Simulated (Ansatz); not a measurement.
Fields on a plane of As (space group Cmce)

```
As
1.0
    1.85645    -5.37698     0.00000
    1.85645     5.37698     0.00000
    0.00000     0.00000     4.22644
As
4
Cartesian
  1.85645  -1.21150   2.34310
  1.85645   1.21150   1.88334
  1.85645  -4.16548   0.22988
  1.85645   4.16548   3.99656
```

The slice is a (001) plane (indices of the conventional cell) through the point (0.113, 0.887, 0.946) (fractional), spanned by u = [110] and v = [1 -1 0] in vectors of this cell: u (3.71 Å) and v (10.75 Å, at 90° to u). It covers one period; positions are fractions (u, v).

Atoms on it: As at (0.00, 0.00); As at (0.50, 0.50). Other atoms lie within 1 Å of the plane.

Level of theory: LDA (plane waves to 420 eV, PAW, scalar-relativistic; Ansatz, a quantum-chemistry and plane-wave program). k mesh 13×13×11. Inside the PAW spheres the values are not all-electron values, and peaks at nuclei hang on which shells count as valence. As was relaxed with its symmetry unable to fall.

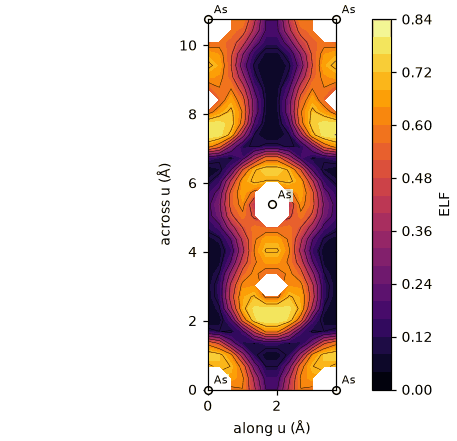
Figure: Electron localisation function (ELF), one period of the plane, atoms marked. Points within 0.5 Å of a nucleus are left white, as the pseudised field means little there.

```
|%%##==--........--==##|
|++==--::..    ..::--==|
|----::..        ..::--|
|----::..        ..::--|
|==----..        ..----|
|**++--::..    ..::--++|
|##**==::..    ..::==**|
|##**==::..    ..::==**|
|====--::..    ..::--==|
|----::..        ..::--|
|......            ....|
|      ............    |
|    ..::::----::::..  |
|  ....--==++++==--....|
|....::--**%%%%**--::..|
|....::==##@@@@##==::..|
|....::--**%%%%**--::..|
|  ....--==++++==--....|
|    ..::--------::..  |
|    ..::--------::..  |
|    ..::--====--::..  |
|    ..--==****==--..  |
|    ::--++####++--::  |
|    ::--++****++--::  |
|    ..::--====--::..  |
|      ..::----::..    |
|      ............    |
|......            ....|
|----::..        ..::--|
|++==--::..    ..::--==|
|%%##==--........--==##|
|@@%%++--::....::--++%%|
```
Scale: ten equal steps from -1.32 (start of ' ') to 1.53 (end of '@'), in the order ' .:-=+*#%@'. Values: log₁₀ of the valence density in e/Å³. The map has 11 points along u (two characters each, u = 0 at the left) and 32 along v (v = 0 in the bottom row). The scale is logarithmic, as a density can span decades between atoms and voids.
